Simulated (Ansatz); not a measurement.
```yaml
atoms:
  - { symbol: C, position_ang: [-0.8967, -0.1881, -1.0230] }
  - { symbol: Si, position_ang: [0.1282, -0.7876, 0.4104] }
  - { symbol: Cl, position_ang: [1.4901, -2.1832, -0.2883] }
  - { symbol: Sb, position_ang: [1.4754, 1.0458, 1.6114] }
  - { symbol: H, position_ang: [-1.4123, -1.0257, -1.4992] }
  - { symbol: H, position_ang: [-1.6423, 0.5296, -0.6715] }
  - { symbol: H, position_ang: [-0.2671, 0.3043, -1.7663] }
  - { symbol: H, position_ang: [-0.7234, -1.4922, 1.4049] }
  - { symbol: H, position_ang: [0.0611, 2.0042, 1.7238] }
  - { symbol: H, position_ang: [1.8701, 1.7419, 0.1007] }
```

Geometry: PBE0-D4/def2-TZVP; core potentials replace the inner electrons of Sb.

These are results of Ansatz 0.2.0, RKS PBE0-D4/def2-TZVPP, not measurements.

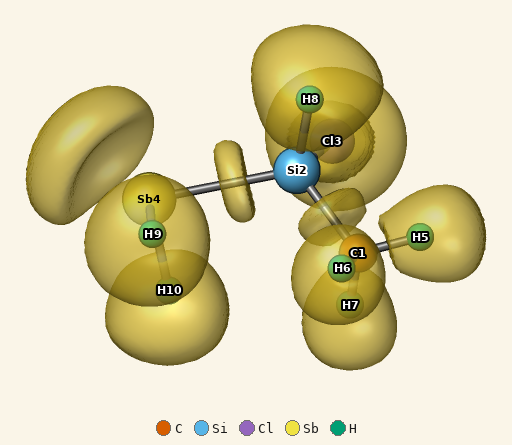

CH6ClSbSi (SMILES C[SiH](Cl)[SbH2]). Isosurface of the electron localisation function at 0.8 (yellow), seen at a tilt. Core shells and regions of very low density are left out.

### Where are the electrons localised?

The ELF exceeds this value in one region between bonded C–Si atoms (shared pairs), one region between bonded Sb–Si atoms (shared pairs), six regions around hydrogen nuclei, one region on Cl in which the atom's valence shell and bonds are merged and one lobe on Sb, pointing away from the bonds (lone pairs). Along the contacts the grid gives the following. C–Si (1.86 Å): the ELF peaks at about 0.95 between the atoms: localised, covalent bonding. Si–Cl (2.07 Å): the ELF peaks at about 0.85 between the atoms, as expected for a polar covalent bond.
